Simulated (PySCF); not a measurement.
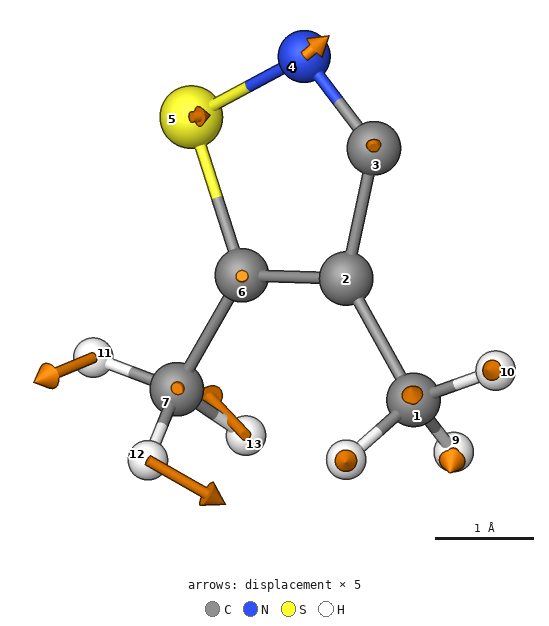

A relaxation of C5H6NS (multiplicity 2). The starting structure is drawn; orange arrows show the displacements, 5 times their true length. The two geometries are superimposed by the best rigid fit.

Style: ball-and-stick. Shown from a free direction.

The start comes from GFN2-xTB. Its atoms were then displaced at random by about 0.01 Å.

The calculation used PBE0-D3(BJ)/def2-SVP geometry optimisation, gas phase (PySCF). 

Atoms of which element are displaced furthest, and by how much?

Hydrogen: up to 0.24 Å, against 0.07 Å for nitrogen.

What did the optimiser do to the structure, and how much energy did it gain?

After 6 geometry steps the energy has fallen by 13.5 kJ/mol. An H atom moves most after the best rigid fit: 0.24 Å. By element the largest moves are H 0.24 Å, N 0.07 Å, C 0.05 Å, S 0.05 Å. Among the contacts that change: N–S 1.648 → 1.694 Å, C–H 1.069 → 1.099 Å, C–N 1.290 → 1.269 Å, C–H 1.112 → 1.098 Å. Bond angles that change, for instance: H–C–H 111.6° → 107.3°, C–N–S 110.8° → 107.1°, C–C–N 118.6° → 121.8°. The run took 2.2 min on 1 thread of Arm Neoverse N1 (shared host).
